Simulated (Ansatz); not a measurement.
# InF (SMILES [F][In]) at B2PLYP/STO-3G

Aim: the energy change on altering one bond length of InF at B2PLYP/STO-3G, from 2 runs. 

The calculation is run with Ansatz 0.2.0.

45 further runs of the same task are left out: 5 that didn't finish, 40 set aside as unsound or not needed.

## (1) The molecule

InF: 2 atoms, total charge 0, spin state singlet. SMILES: `[F][In]`. The shape comes from GFN2-xTB, which is rough for such elements, and wasn't checked as a minimum.

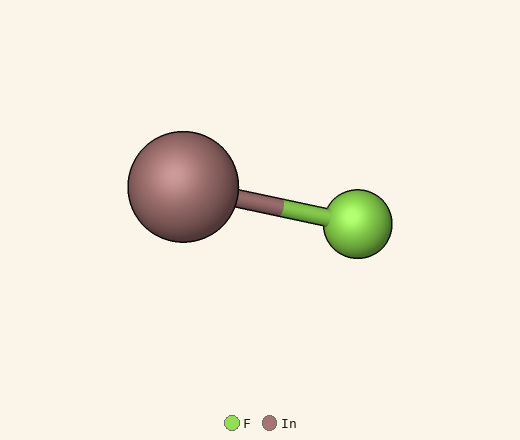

Viewed from a chosen angle; fluorine green, indium brown.

## (2) The energy at B2PLYP/STO-3G

Contents of job.yaml:

```yaml
crystal:
  periodic: [false, false, false]
  atoms:
    - {symbol: F, position_ang: [0.000000, 0.000000, 0.000000]}
    - {symbol: In, position_ang: [0.000000, 0.000000, 2.025490]}
basis:
  gaussian:
    orbitals: STO-3G
hamiltonian:
  xc: {name: B2PLYP}
correlation:
  frozen_orbitals: {F: 1, In: 18}
accuracy: high
```

Launch:

```bash
$ ansatz run job.yaml --threads 1 --pin off --max-ram 2610MiB --events-out events.jsonl --progress --plain --runs-dir runs
```

What it wrote:

```text
Warning: RAYON_NUM_THREADS=1 ignored (pool sized by the plan → 1); use --threads N
Functional definition: B2PLYP
  name "B2PLYP"
  parameter a = 0.53
  parameter c = 0.27
  exchange = (1 - a)*b88_x + a*exact_x
  correlation = (1 - c)*lyp_c + c*(mp2_os + mp2_ss)
564 factors; integrals over basis functions are off by at most 4.4e-9 eV
mean field evaluation 1: about -157350.7272 eV, gradient 1.8e1 eV
mean field evaluation 2: about -157350.7533 eV, gradient 1.8e1 eV
mean field evaluation 4: about -157352.7092 eV, gradient 8.9e0 eV
mean field evaluation 8: about -157353.0369 eV, gradient 5.1e-2 eV
mean field evaluation 16: about -157353.0369 eV, gradient 1.1e-6 eV
mean field -157353.03691705 eV, -5782.6174489824 hartree, gradient 1.5e-8 eV, S^2 0.000000; 0 other end points of the search recorded, 0 dependent functions left out
19 core orbitals not correlated: weight in the atoms' cores, before any rotation towards them, 1.000 or more for the frozen orbitals, at most 0.000 for the correlated occupied ones
reference -157353.03693128 eV, -5782.6174495053 hartree; 10, 10 occupied and 3, 3 virtual orbitals, 564 factors
second order -2.56891044 eV of doubles, -0.00000000 eV of singles
Total energy: -157353.73053710 eV, -5782.6429390490 hartree
```

It took 1.5 s on 1 thread of Arm Neoverse V2, shared host; peak memory 0.11 GiB.

## (3) The distorted shape, same level

Contents of molecule.yaml:

```yaml
crystal:
  periodic: [false, false, false]
  atoms:
    - {symbol: F, position_ang: [0.000000, 0.000000, -0.506410]}
    - {symbol: In, position_ang: [0.000000, 0.000000, 2.025490]}
basis:
  gaussian:
    orbitals: STO-3G
correlation:
  frozen_orbitals: {F: 1, In: 18}
magnetization:
  spin_polarized: false
hamiltonian:
  xc: {name: B2PLYP}
accuracy: high
```

Launch:

```bash
$ ansatz run molecule.yaml --threads 1 --pin off --max-ram 2610MiB --events-out events.jsonl --progress --plain --runs-dir runs
```

What it wrote, cut to the lines that bear on the results:

```text
Warning: RAYON_NUM_THREADS=1 ignored (pool sized by the plan → 1); use --threads N
Functional definition: B2PLYP
  name "B2PLYP"
[...]
557 factors; integrals over basis functions are off by at most 6.4e-9 eV
[...]
mean field -157350.49047599 eV, -5782.5238689995 hartree, gradient 1.6e-8 eV, S^2 0.000000; 0 other end points of the search recorded, 0 dependent functions left out; unrestricted orbitals would lower it
19 core orbitals not correlated: weight in the atoms' cores, before any rotation towards them, 1.000 or more for the frozen orbitals, at most 0.000 for the correlated occupied ones
reference -157350.49049035 eV, -5782.5238695271 hartree; 10, 10 occupied and 3, 3 virtual orbitals, 557 factors
second order -2.93105403 eV of doubles, -0.00000000 eV of singles
Total energy: -157351.28187493 eV, -5782.5529523742 hartree
```

Run time: 1.6 s. Hardware: 1 thread of Arm Neoverse V2, shared host; peak memory 0.11 GiB.

## (4) Outcome

Level: B2PLYP/STO-3G, 19 core orbitals frozen.

| quantity | value |
| --- | --- |
| first shape: total energy | -5782.64294 Eh |
| distorted shape: total energy | -5782.55295 Eh |
| energy change with the F1–In2 bond stretched from 2.025 to 2.532 Å | 2.449 eV |

With the F1–In2 bond stretched from 2.025 to 2.532 Å the energy rises by 2.45 eV (236 kJ/mol). The first shape isn't relaxed at this level, so the change isn't measured from a minimum. The minimal basis adds a large error of its own. Relativity is left out (first shape) although the molecule holds a heavy atom. The restricted solution (distorted shape) is unstable to spin breaking: an unrestricted one lies lower. Relativity is left out (distorted shape) although the molecule holds a heavy atom.
